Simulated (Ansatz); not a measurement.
# Pd wire along [110], 14 atoms a period: bands along the axis, part 2 of 2

Aim: is the Pd wire along [110], 14 atoms a period a metal or a semiconductor?

Ansatz 0.2.0; DFT PBE, plane waves, PAW; relaxation of a wire's period; PAW set soft_1 (the session's first sound run).

So far: Set-up; The relaxed wire.

## 2. The relaxed wire (continued)

Step by step:

```
step  energy less that of the first step (eV)  largest force component (eV/Å)  pressure (GPa)  volume (Å³)
   1                                   0.0000                          0.4311           -2.05       619.94
   2                                  -0.1188                          0.4989            2.33       593.67
   3                                  -0.3079                          0.0505           -0.22       602.45
   4                                  -0.3161                          0.0392           -0.05       598.84
   5                                  -0.3173                          0.0125            0.00       598.14
   6                                  -0.3175                          0.0083           -0.02       598.25
  7*                                  -0.3136                          0.0083           -0.01       598.25
```

Relaxation steps marked * repeat the geometry before them on a plane-wave basis chosen anew for their cell, so energy and pressure can jump there.

The run keeps the 8 symmetry operations that it works with, so distortions that break them were not tested.

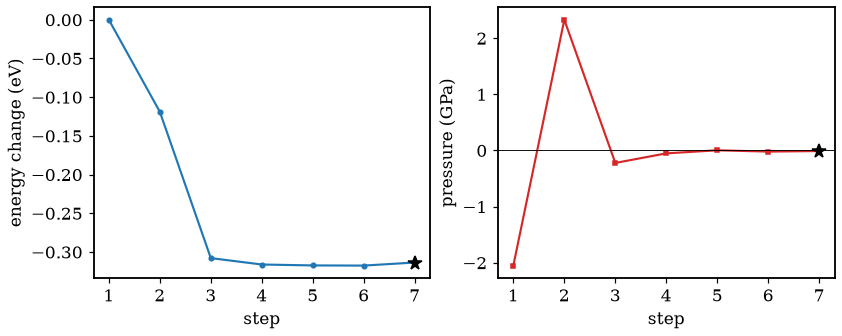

Energy and pressure along the relaxation. Stars mark steps on a basis chosen anew.

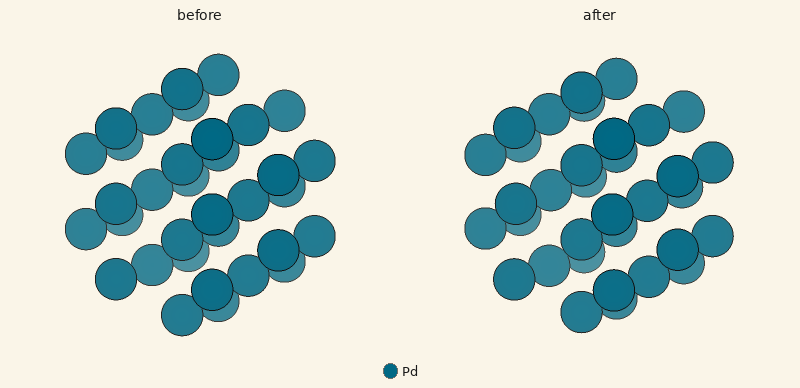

Before and after, at one scale.

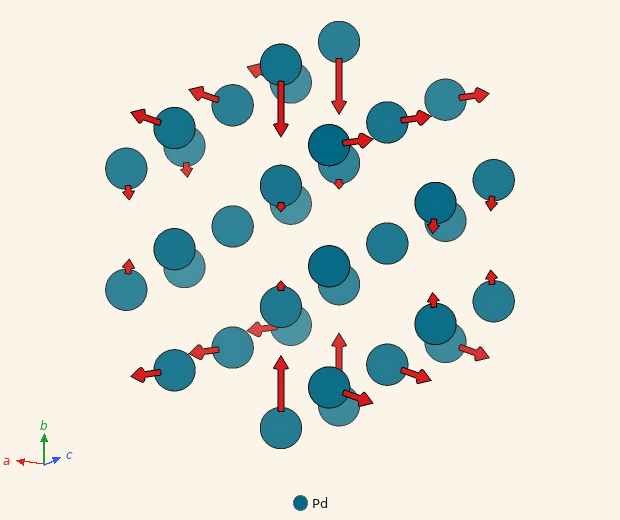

Displacements in the relaxation, exaggerated, measured against the changing cell; the longest in the cell stands for 0.12 Å. 1×1×2 cells are drawn. Some periodic images of atoms are drawn too.

| cell as run | before | after | change |
| --- | --- | --- | --- |
| c (Å) | 2.786 | 2.689 | -3.5 % |

The atoms that moved most (Å, along periodic axes as changes of fractional coordinates times the final cell, across vacuum about the mean position):

```csv
atom,dx,dy,dz,length
Pd10,0.000,-0.122,0.000,0.122
Pd7,0.000,0.122,0.000,0.122
Pd14,0.071,-0.016,0.000,0.073
Pd3,0.071,0.016,0.000,0.073
Pd13,-0.071,-0.016,0.000,0.073
Pd1,-0.071,0.016,0.000,0.073
Pd12,-0.004,-0.033,0.000,0.033
Pd6,0.004,-0.033,0.000,0.033
```

This step gave:

| Item | Value |
| --- | --- |
| energy at zero smearing | -97612.4634 eV |
| cell length along the wire | 2.689 Å |

The cell's length comes to 2.689 Å with spin left out.

## 3. Bands of the perfect wire

This step: DFT PBE, plane waves, PAW; bands of a perfect wire; PAW set soft_1 (Ansatz 0.2.0).

At the relaxed period the bands are computed along the axis; those that cross an energy going forward count the channels that a perfect wire would open there.

input.yaml reads:

```yaml
crystal:
  lattice:
    - [14.68, 0.0, 0.0]
    - [0.0, 15.158, 0.0]
    - [0.0, 0.0, 2.6885110848]
  atoms:
    - { symbol: Pd, position: [0.360946388, 0.684861024, 0.0] }
    - { symbol: Pd, position: [0.365629456, 0.500000071, 0.0] }
    - { symbol: Pd, position: [0.639053612, 0.684861024, 0.0] }
    - { symbol: Pd, position: [0.634370544, 0.500000071, 0.0] }
    - { symbol: Pd, position: [0.23184843, 0.410263242, 0.5] }
    - { symbol: Pd, position: [0.23184843, 0.5897369, 0.5] }
    - { symbol: Pd, position: [0.5, 0.232343077, 0.5] }
    - { symbol: Pd, position: [0.5, 0.409536259, 0.5] }
    - { symbol: Pd, position: [0.5, 0.590463883, 0.5] }
    - { symbol: Pd, position: [0.5, 0.767657065, 0.5] }
    - { symbol: Pd, position: [0.76815157, 0.410263242, 0.5] }
    - { symbol: Pd, position: [0.76815157, 0.5897369, 0.5] }
    - { symbol: Pd, position: [0.360946388, 0.315139118, 0.0] }
    - { symbol: Pd, position: [0.639053612, 0.315139118, 0.0] }
kpoints:
  mp_grid: { grid: [1, 1, 30] }
  band_path: { path: ["Γ", Z], npoints: 90 }
scf:
  occupations: { method: fermi_dirac, width: 0.05 }
hamiltonian:
  xc: pbe
  pseudopotentials: { kind: paw, azcp: { folder: soft_1 } }
output:
  dos: { e_range: [-5, 4] }
  write_potential: true
  write_density: true
  volumetric_format: npy
```

On the command line:

```console
> ansatz run input.yaml --threads 4 --pin off --max-ram 16384MiB --backend cpu --events-out ev --progress --plain --runs-dir out
```

Numbers of over 12 decimals in the logs are rounded to 6 here.

Log:

```text
[...]
Crystal: 14 atoms, lattice volume = 598.246 Å³
Basis set: ecut = 420 eV, 11755 PW (Γ)
Bands: 152, of which v1, the nominal top of the filled ones, is band 126 counted from 1 (125 counted from 0)
Symmetry: 8 space group operations
[...]
k-points: 16 of 30
[...]
SCF iter   1: F=—  HF=-97625.878467 eV  |F-HF|=—  |Δ(HF+E_count)|=         —  Δρ=9.61e-2  dr2=7.29e1  ethr=3.10e-3  ⟨swp⟩=6.5  Hψ=8797  notcnv=0  defer=79
[...]
SCF iter  14: F=-97612.605054 eV  HF=-97612.605054 eV  |F-HF|=5.93e-8  |Δ(HF+E_count)|=   1.01e-7  Δρ=2.18e-6  dr2=7.88e-8  ethr=3.97e-11  ⟨swp⟩=14.0  Hψ=8645  notcnv=0
SCF 1 converged in 14 iterations: F = -97612.605054 eV  dr2 = 7.88e-8
[...]
NSCF: frozen V_eff on 91 k-points
WARN: The output density's exchange-correlation potential varies sharply where the density is thin. Do not read a vacuum level from v_tot or v_xc, or from such a field of the output density. On a cell that repeats whose density bears no net charge and no dipole along the vacuum's axis use v_es (v_loc + v_h of the components); under efield.dipole_correction with no amplitude use v_es + v_field, which holds any externa [...]
SCF converged after 14 iterations
Free energy (F): -97612.605054 eV
[...]
Internal energy: -97612.329918 eV  (E = F + TS)
E sigma→0 (E₀):  -97612.467486 eV
Entropy (-TS):   -0.275137 eV (-19.653 meV/atom)
Fermi energy:    3.504756 eV
[...]
--- Band table (eV; the first three rows and the last of 16) ---
  k-point 0: bands = [... 122 lower, 3.2002, 3.2481, 3.4148, 3.4309, 3.5019, 3.5520, 3.5617, 3.5908, ... 22 higher]
  k-point 1: bands = [... 122 lower, 3.2161, 3.2901, 3.3910, 3.3936, 3.4662, 3.5290, 3.5330, 3.5476, ... 22 higher]
  k-point 2: bands = [... 122 lower, 3.1818, 3.3343, 3.3493, 3.3858, 3.3948, 3.4729, 3.4786, 3.5001, ... 22 higher]
  k-point 15: bands = [... 122 lower, 3.7839, 3.7903, 3.8342, 3.8531, 5.9381, 6.1616, 6.4386, 6.5481, ... 22 higher]
```

It took 2.4 min on 4 threads of Arm Neoverse V2, shared host; peak memory 4.2 GiB.

Numbers from this step:

* energy at zero smearing: -97612.4675 eV
* band gap: 0 eV

Electronic bands along the path, in eV, zero at the Fermi level; # counts the bands kept:

| point | #62 | #63 | #64 | #65 | #66 | #67 | #68 | #69 |
| --- | --- | --- | --- | --- | --- | --- | --- | --- |
| Γ | -0.09 | -0.07 | 0.00 | 0.05 | 0.06 | 0.09 | 0.09 | 0.22 |
| Z | 0.33 | 0.35 | 2.43 | 2.66 | 2.93 | 3.04 | 3.10 | 3.44 |

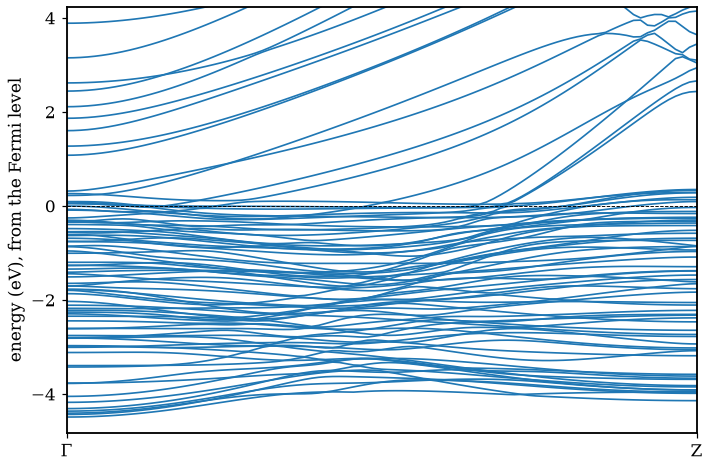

Electronic bands along the path.

Between Γ and Z the bands cross the Fermi level 14 times, so a perfect wire would conduct at least 14 G₀, with spin left out.

## 4. What came out

| Quantity | Value |
| --- | --- |
| cell length, PBE | 2.689 Å |
| ballistic conductance by band crossings, a lower bound, PBE | 14 G₀ |

In words: Under PBE the cell's length is 2.69 Å, and the bands cross the Fermi level 14 times between Γ and Z, which gives a perfect wire at least 14 G₀ (opposite crossings within one step of the path cancel in such a count). No spin was allowed, though thin wires with open d shells can turn magnetic.

[Logs are printed without paths, hosts, clocks, repeated set-up lines and the standing remarks that a program may print on its own settings, such as how far it seeks lower states.]

[Hosts, paths, dates, database ids (printed as entryN), source tags and the programs' standing remarks are cut or masked in the printed files.]
